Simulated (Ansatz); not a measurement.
# CH4ClGaOS: how energies converge with the basis set

How large a basis does CH4ClGaOS need? Two functionals are run in growing sets.

Method: one geometry, several basis sets; program: Ansatz 0.2.0, Gaussian basis.

Plan: PBE0-D4/def2-SVP; ωB97M-V/def2-SVP; PBE0-D4/def2-QZVPP; ωB97M-V/def2-QZVPP; the functionals' def2-TZVPP values are taken from earlier runs.

### 1 Structure used throughout

The geometry comes from an earlier relaxation with PBE0-D4 in a triple-zeta def2 set; it is a stationary point, not always the lowest conformer.

SMILES `C[O][Ga]([SH])[Cl]`, 9 atoms, charge 0, spin multiplicity 1.

Atoms are counted from 1 here; the program's logs count them from 0.

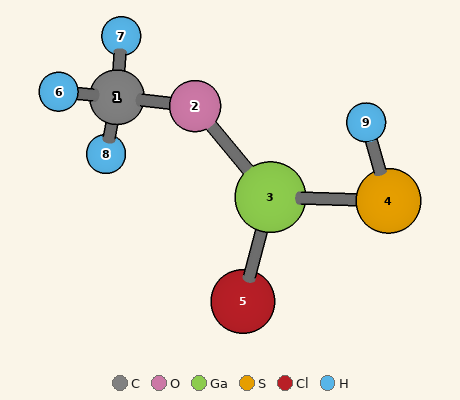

The geometry (carbon grey, oxygen pink, gallium green, sulfur amber, chlorine red, hydrogen blue); atoms are numbered from 1 in the order of the file.

Geometry (Å):

```
C     1.1102    0.9723    0.6379
O     0.3413   -0.2058    0.5402
Ga   -0.8843   -0.4890   -0.7000
S    -1.9832   -2.3647   -0.7187
Cl   -1.2519    1.0314   -2.1512
H     0.9613    1.4216    1.6246
H     2.1709    0.7264    0.5277
H     0.8511    1.7187   -0.1212
H    -1.3153   -2.8108    0.3607
```

### 2 PBE0-D4 in def2-SVP

File in.yaml:

```yaml
crystal:
  periodic: [false, false, false]
  atoms:
    - {symbol: C, position_ang: [1.110155, 0.972298, 0.637867]}
    - {symbol: O, position_ang: [0.341270, -0.205842, 0.540204]}
    - {symbol: Ga, position_ang: [-0.884332, -0.489019, -0.699993]}
    - {symbol: S, position_ang: [-1.983162, -2.364703, -0.718729]}
    - {symbol: Cl, position_ang: [-1.251916, 1.031385, -2.151166]}
    - {symbol: H, position_ang: [0.961303, 1.421556, 1.624554]}
    - {symbol: H, position_ang: [2.170909, 0.726362, 0.527686]}
    - {symbol: H, position_ang: [0.851099, 1.718739, -0.121157]}
    - {symbol: H, position_ang: [-1.315326, -2.810786, 0.360734]}
basis:
  gaussian: {orbitals: def2-SVP}
hamiltonian: {xc: pbe0, dispersion: d4}
output: {orbitals: {seedname: orbitals}}
```

The run is started by

```
$ ansatz run in.yaml --threads 4 --pin off --events-out ev --progress --plain --max-ram 10444MiB
```

The program printed:

```text
Functional definition: PBE0
  name "PBE0"
  cite "Adamo & Barone, J. Chem. Phys. 110, 6158 (1999) doi:10.1063/1.478522"
  cite "Perdew, Burke & Ernzerhof, Phys. Rev. Lett. 77, 3865 (1996) doi:10.1103/PhysRevLett.77.3865"
  parent pbe
  parameter a = 0.25
  parameter kappa = 0.804
  parameter beta = 0.06672455060314922
  exchange = (1 - a)*pbe_x(kappa = kappa, mu = beta*pi^2/3) + a*exact_x
  correlation = pbe_c(beta = beta)
1120 factors; integrals over basis functions are off by at most 1.3e-3 eV
mean field evaluation 1: about -78848.4497 eV, gradient 5.1e1 eV
mean field evaluation 2: about -78831.0233 eV, gradient 1.1e2 eV
mean field evaluation 4: about -78853.5747 eV, gradient 5.7e0 eV
mean field evaluation 8: about -78853.7324 eV, gradient 4.0e-1 eV
mean field evaluation 16: about -78853.7329 eV, gradient 1.0e-4 eV
mean field -78853.73285594 eV, -2897.8212334758 hartree, gradient 1.1e-5 eV, S^2 0.000000; 0 other end points of the search recorded, 0 dependent functions left out
reference -78853.73288401 eV, -2897.8212345076 hartree; 41, 41 occupied and 75, 75 virtual orbitals, 1120 factors
Total energy: -78853.93513194 eV, -2897.8286669819 hartree
```

Run time: 1.4 s. Hardware: 4 threads of Arm Neoverse V2, shared host; peak memory 0.27 GiB.

### 3 ωB97M-V in def2-SVP

Changes to in.yaml since step 2:

```diff
@@ -14,3 +14,3 @@
   gaussian: {orbitals: def2-SVP}
-hamiltonian: {xc: pbe0, dispersion: d4}
+hamiltonian: {xc: {name: wB97M-V}}
 output: {orbitals: {seedname: orbitals}}
```

The command is unchanged.

The program printed, cut to the lines that bear on the results:

```text
Functional definition: wB97M-V
  name "wB97M-V"
  cite "Mardirossian & Head-Gordon, J. Chem. Phys. 144, 214110 (2016) doi:10.1063/1.4952647"
  cite "Becke, J. Chem. Phys. 107, 8554 (1997) doi:10.1063/1.475007"
  cite "Vydrov & Van Voorhis, J. Chem. Phys. 133, 244103 (2010) doi:10.1063/1.3521275"
  # Of w^i u^j: cxij and so on, Table III.
[...]
  gx(w, u) = 1 - cx + cx01*u + cx10*w
  gss(w, u) = css00 + css04*u^4 + css10*w + css20*w^2 + css43*w^4*u^3
  gos(w, u) = cos00 + cos10*w + (cos20 + cos21*u)*w^2 + (cos60 + cos61*u)*w^6
[...]
      + integral(e_c_pw_mod_opposite_spin*gos(b97_w_opposite, b97_u_opposite)) + vv10(b, c)
1120 factors; integrals over basis functions are off by at most 1.3e-3 eV
294 factors; integrals over basis functions are off by at most 8.2e-6 eV
[...]
mean field -78866.78883183 eV, -2898.3010317403 hartree, gradient 5.1e-5 eV, S^2 0.000000; 0 other end points of the search recorded, 0 dependent functions left out
reference -78866.78887656 eV, -2898.3010333842 hartree; 41, 41 occupied and 75, 75 virtual orbitals, 1120 factors
Total energy: -78866.78887656 eV, -2898.3010333842 hartree
```

It took 5.5 s on 4 threads of Arm Neoverse V2, shared host; peak memory 0.4 GiB.

### 4 PBE0-D4 in def2-QZVPP

Changes to in.yaml since step 3:

```diff
@@ -13,4 +13,4 @@
 basis:
-  gaussian: {orbitals: def2-SVP}
-hamiltonian: {xc: {name: wB97M-V}}
+  gaussian: {orbitals: "def2-QZVPP.json"}
+hamiltonian: {xc: pbe0, dispersion: d4}
 output: {orbitals: {seedname: orbitals}}
```

Launched as before.

The program printed:

```text
Functional definition: PBE0
  name "PBE0"
  cite "Adamo & Barone, J. Chem. Phys. 110, 6158 (1999) doi:10.1063/1.478522"
  cite "Perdew, Burke & Ernzerhof, Phys. Rev. Lett. 77, 3865 (1996) doi:10.1103/PhysRevLett.77.3865"
  parent pbe
  parameter a = 0.25
  parameter kappa = 0.804
  parameter beta = 0.06672455060314922
  exchange = (1 - a)*pbe_x(kappa = kappa, mu = beta*pi^2/3) + a*exact_x
  correlation = pbe_c(beta = beta)
1923 factors; their error is unknown
mean field evaluation 1: about -78866.9654 eV, gradient 6.3e1 eV
mean field evaluation 2: about -78840.5633 eV, gradient 1.3e2 eV
mean field evaluation 4: about -78874.0225 eV, gradient 8.1e0 eV
mean field evaluation 8: about -78874.1118 eV, gradient 2.5e-1 eV
mean field evaluation 16: about -78874.2866 eV, gradient 4.5e-5 eV
mean field -78874.28662348 eV, -2898.5765705011 hartree, gradient 1.5e-5 eV, S^2 0.000000; 0 other end points of the search recorded, 0 dependent functions left out
reference -78874.28666236 eV, -2898.5765719300 hartree; 41, 41 occupied and 422, 422 virtual orbitals, 1923 factors
Total energy: -78874.48891029 eV, -2898.5840044043 hartree
```

Run time: 10 s. Hardware: 4 threads of Arm Neoverse V2, shared host; peak memory 2.1 GiB.

### 5 ωB97M-V in def2-QZVPP

Changes to in.yaml since step 4:

```diff
@@ -14,3 +14,3 @@
   gaussian: {orbitals: "def2-QZVPP.json"}
-hamiltonian: {xc: pbe0, dispersion: d4}
+hamiltonian: {xc: {name: wB97M-V}}
 output: {orbitals: {seedname: orbitals}}
```

The command is unchanged.

The program printed, cut to the lines that bear on the results:

```text
Functional definition: wB97M-V
  name "wB97M-V"
  cite "Mardirossian & Head-Gordon, J. Chem. Phys. 144, 214110 (2016) doi:10.1063/1.4952647"
  cite "Becke, J. Chem. Phys. 107, 8554 (1997) doi:10.1063/1.475007"
  cite "Vydrov & Van Voorhis, J. Chem. Phys. 133, 244103 (2010) doi:10.1063/1.3521275"
  # Of w^i u^j: cxij and so on, Table III.
[...]
  gx(w, u) = 1 - cx + cx01*u + cx10*w
  gss(w, u) = css00 + css04*u^4 + css10*w + css20*w^2 + css43*w^4*u^3
  gos(w, u) = cos00 + cos10*w + (cos20 + cos21*u)*w^2 + (cos60 + cos61*u)*w^6
[...]
      + integral(e_c_pw_mod_opposite_spin*gos(b97_w_opposite, b97_u_opposite)) + vv10(b, c)
1874 factors; their error is unknown
354 factors; integrals over basis functions are off by at most 2.6e-5 eV
[...]
mean field -78887.26655702 eV, -2899.0535742608 hartree, gradient 3.4e-5 eV, S^2 0.000000; 0 other end points of the search recorded, 0 dependent functions left out
reference -78887.26661819 eV, -2899.0535765086 hartree; 41, 41 occupied and 422, 422 virtual orbitals, 1874 factors
Total energy: -78887.26661819 eV, -2899.0535765086 hartree
```

Run time: 20 s. Hardware: 4 threads of Arm Neoverse V2, shared host; peak memory 2.5 GiB.

### 6 Density functionals: the series

The def2-TZVPP values come from earlier runs at the same geometry.

| functional | basis | functions | energy (eV) | from the largest (eV) | HOMO (eV) | LUMO (eV) |
| --- | --- | --- | --- | --- | --- | --- |
| PBE0-D4 | def2-SVP | 116 | -78853.9351 | 20.554 | -7.81 | -0.90 |
| PBE0-D4 | def2-TZVPP | 250 | -78872.4277 | 2.061 | -7.95 | -1.09 |
| PBE0-D4 | def2-QZVPP | 463 | -78874.4889 | 0.000 | -7.98 | -1.23 |
| ωB97M-V | def2-SVP | 116 | -78866.7889 | 20.478 | -10.00 | 1.06 |
| ωB97M-V | def2-TZVPP | 250 | -78885.2846 | 1.982 | -10.18 | 0.80 |
| ωB97M-V | def2-QZVPP | 463 | -78887.2666 | 0.000 | -10.21 | 0.47 |

### 7 Summary of results

| quantity | value |
| --- | --- |
| PBE0-D4: double and triple zeta above quadruple | 20.55, 2.06 eV |
| ωB97M-V: double and triple zeta above quadruple | 20.48, 1.98 eV |

In words: For PBE0-D4 the step from double to triple zeta gains 18.49 eV and the next only 2.06 eV. Total energies overstate the basis error of differences, where much of it tends to cancel. The LUMO of ωB97M-V is positive and keeps falling with the basis (1.06 to 0.47 eV): an unbound level that the basis holds in place.

For PBE0-D4 the largest set took about 7 times as long as the smallest (10 s against 1.4 s).
